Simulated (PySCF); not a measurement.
**doublet [CF2]− at 6 levels**

We compute a comparison of 6 runs (U-wB97M-V/def2-TZVPPD, UB2PLYP/def2-TZVPPD, UB3LYP/def2-TZVPPD, UBHLYP/def2-TZVPPD, UCAM-B3LYP/def2-TZVPPD, USCS-MP2/def2-TZVPPD) of doublet [CF2]−. The job is set up through a Python script.

The results are computed with PySCF 2.14.0.

1 further run of the same task is left out (set aside as unsound or not needed).

## 1. The structure to begin with

[CF2]− has 3 atoms, charge -1, and is taken as a doublet. SMILES of the parent species: `F[C]F`. The shape is that of a GFN2-xTB optimisation. That shape belongs to the parent species and isn't relaxed for this state.

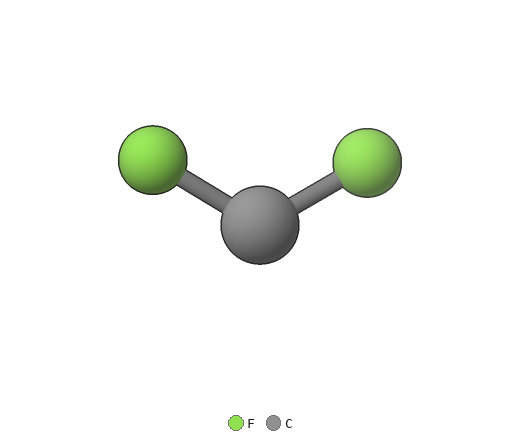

Viewed from a chosen angle; fluorine green, carbon grey.

## 2. A single-point energy at U-wB97M-V/def2-TZVPPD (run 1)

Contents of mol.xyz:

```xyz
3
CF2
F      0.396940     1.032800     0.332770
C      0.326820    -0.272180     0.149730
F     -0.723760    -0.760620    -0.482500
```

Contents of run.py:

```python
from pyscf import gto, dft

mol = gto.Mole()
mol.atom = 'mol.xyz'
mol.basis = 'def2-tzvppd'
mol.spin = 1
mol.charge = -1
mol.verbose = 3
mol.max_memory = 1860
mol.build()

mf = dft.UKS(mol)
mf.xc = 'wb97m-v'
mf.conv_tol = 1e-10
mf.grids.level = 5
mf.nlcgrids.level = 1
mf.kernel()
if not mf.converged:
    mf = mf.newton().run(mf.mo_coeff, mf.mo_occ)

e_tot = mf.e_tot
print(f'total energy: {e_tot:.8f} hartree')
```

On the command line:

```sh
$ OMP_NUM_THREADS=1 python run.py
```

Output:

```text
WARN: HOMO -0.0341858260027088 >= LUMO -0.0341858260027124

converged SCF energy = -237.729207414512  <S^2> = 0.75501657  2S+1 = 2.0050103
total energy: -237.72920741 hartree
```

Wall time 2.4 min (1 thread of Arm Neoverse N1, shared host); peak memory 0.69 GiB.

## 3. The energy at UB2PLYP/def2-TZVPPD (run 2)

Contents of calc.py:

```python
from pyscf import gto, dft, mp

molecule = gto.Mole()
molecule.atom = '''
F      0.750108     1.951709     0.628844
C      0.617600    -0.514346     0.282949
F     -1.367708    -1.437363    -0.911793
'''
molecule.basis = 'def2-tzvppd'
molecule.spin = 1
molecule.max_memory = 1860
molecule.unit = 'bohr'
molecule.verbose = 3
molecule.charge = -1
molecule.build()

mf = dft.UKS(molecule, xc='0.53*HF + 0.47*B88, 0.73*LYP')
mf.conv_tol = 1e-10
mf.grids.level = 5
mf.kernel()
if not mf.converged:
    mf = mf.newton().run(mf.mo_coeff, mf.mo_occ)

pt = mp.MP2(mf, frozen=3).run()
e_final = mf.e_tot + 0.27 * pt.e_corr
print('PT2 part  %.8f' % (0.27 * pt.e_corr))
print(f'total energy: {e_final:.8f} hartree')
```

On the command line:

```sh
$ OMP_NUM_THREADS=1 python calc.py
```

Output:

```text
WARN: HOMO -0.0441732708111431 >= LUMO -0.0441732708111395

converged SCF energy = -237.44220597558  <S^2> = 0.76523583  2S+1 = 2.0151782
E(UMP2) = -238.21545226472  E_corr = -0.773246289139104
E(SCS-UMP2) = -238.190201002549  E_corr = -0.747995026968272
PT2 part  -0.20877650
total energy: -237.65098247 hartree
```

Run time: 46 s. Hardware: 1 thread of Arm Neoverse N1, shared host; peak memory 0.63 GiB.

Runs 3 to 4 aren't shown in full; the table further down has their settings and results.

## 4. A single-point energy at UCAM-B3LYP/def2-TZVPPD (run 5)

Contents of job.py:

```python
from pyscf import gto, dft

mol = gto.Mole()
mol.atom = '''
F      0.396940     1.032800     0.332770
C      0.326820    -0.272180     0.149730
F     -0.723760    -0.760620    -0.482500
'''
mol.verbose = 4
mol.charge = -1
mol.spin = 1
mol.basis = 'def2-tzvppd'
mol.max_memory = 1860
mol.build()

mf = dft.UKS(mol)
mf.xc = 'cam-b3lyp'
mf.conv_tol = 1e-10
mf.grids.level = 5
mf.kernel()
if not mf.converged:
    mf = mf.newton().run(mf.mo_coeff, mf.mo_occ)

etot = mf.e_tot
print('E = %.10f Eh' % etot)
```

On the command line:

```sh
$ OMP_NUM_THREADS=1 python job.py
```

Output:

```text
PySCF version 2.14.0

[INPUT] num. atoms = 3
[INPUT] num. electrons = 25
[INPUT] charge = -1
[INPUT] spin (= nelec alpha-beta = 2S) = 1
[INPUT] symmetry False subgroup None
[INPUT] Mole.unit = angstrom
[INPUT] Symbol           X                Y                Z      unit          X                Y                Z       unit  Magmom
[INPUT]  1 F      0.396940000000   1.032800000000   0.332770000000 AA    0.750107887885   1.951709141451   0.628844162472 Bohr   0.0
[INPUT]  2 C      0.326820000000  -0.272180000000   0.149730000000 AA    0.617600292030  -0.514345656584   0.282948692631 Bohr   0.0
[INPUT]  3 F     -0.723760000000  -0.760620000000  -0.482500000000 AA   -1.367708179915  -1.437363484867  -0.911792855103 Bohr   0.0

nuclear repulsion = 62.2167725375742
number of shells = 41
number of NR pGTOs = 162
number of NR cGTOs = 117
basis = def2-tzvppd
ecp = {}

[... 87 lines left out ...]
converged SCF energy = -237.731312132536  <S^2> = 0.75848278  2S+1 = 2.0084649
E = -237.7313121325 Eh
```

It took 62 s on 1 thread of Arm Neoverse N1, shared host; peak memory 0.63 GiB.

## 5. The energy at USCS-MP2/def2-TZVPPD (run 6)

Contents of input.xyz:

```xyz
3
CF2
F      0.396940     1.032800     0.332770
C      0.326820    -0.272180     0.149730
F     -0.723760    -0.760620    -0.482500
```

Contents of input.py:

```python
from pyscf import gto, mp

molecule = gto.Mole()
molecule.atom = 'input.xyz'
molecule.verbose = 3
molecule.basis = 'def2-tzvppd'
molecule.spin = 1
molecule.max_memory = 1860
molecule.charge = -1
molecule.build()

hf = molecule.UHF()
hf.conv_tol = 1e-10
hf.kernel()
if not hf.converged:
    hf = hf.newton().run(hf.mo_coeff, hf.mo_occ)

pt = mp.MP2(hf, frozen=3).run()
e_final = hf.e_tot + 1.2 * pt.e_corr_os + pt.e_corr_ss / 3
print('E(%s) = %.9f' % ('SCS-MP2', e_final))
```

On the command line:

```sh
$ OMP_NUM_THREADS=1 python input.py
```

Output:

```text
converged SCF energy = -236.728163388473  <S^2> = 0.78191657  2S+1 = 2.0316659
E(UMP2) = -237.373600544537  E_corr = -0.645437156063443
E(SCS-UMP2) = -237.354297347672  E_corr = -0.626133959198469
E(SCS-MP2) = -237.354297348
```

It took 9.6 s on 1 thread of Arm Neoverse N1, shared host; peak memory 0.37 GiB.

## 6. The series

| run | level | nlc grid | frozen core orbitals | energy (Eh) | HOMO energy (eV) | LUMO energy (eV) | ⟨S²⟩ | wall time |
| --- | --- | --- | --- | --- | --- | --- | --- | --- |
| 1 | U-wB97M-V/def2-TZVPPD | 1 | – | -237.729207 | 0.48 | 5.49 | 0.755 | 2.4 min |
| 2 | UB2PLYP/def2-TZVPPD | – | 3 | -237.650982 | 1.15 | 5.39 | 0.765 | 46 s |
| 3 | UB3LYP/def2-TZVPPD | – | – | -237.792946 | 2.79 | 4.72 | 0.759 | 40 s |
| 4 | UBHLYP/def2-TZVPPD | – | – | -237.690946 | 1.21 | 5.27 | 0.763 | 40 s |
| 5 | UCAM-B3LYP/def2-TZVPPD | – | – | -237.731312 | 1.11 | 5.39 | 0.758 | 62 s |
| 6 | USCS-MP2/def2-TZVPPD | – | 3 | -237.354297 | -1.38 | 6.18 | 0.782 | 9.6 s |

## 7. Summary of results

| quantity | value |
| --- | --- |
| run 6: total energy | -237.35430 Eh |
| run 6: HOMO energy (Hartree–Fock orbitals) (highest over α and β) | -1.38 eV |
| run 6: LUMO energy (Hartree–Fock orbitals) (lowest over α and β) | 6.18 eV |
| run 6: correlation energy (3 core orbitals frozen) | -626.1 mEh |
| run 6: ⟨S²⟩ of the reference determinant | 0.782 |

**Reading.** Totals of different functionals can't be ranked against each other. In runs 1, 2, 3, 4, 5 the HOMO lies above zero, so the outermost electron may be held by the basis alone. All runs together took 5.7 min, the longest 2.4 min.
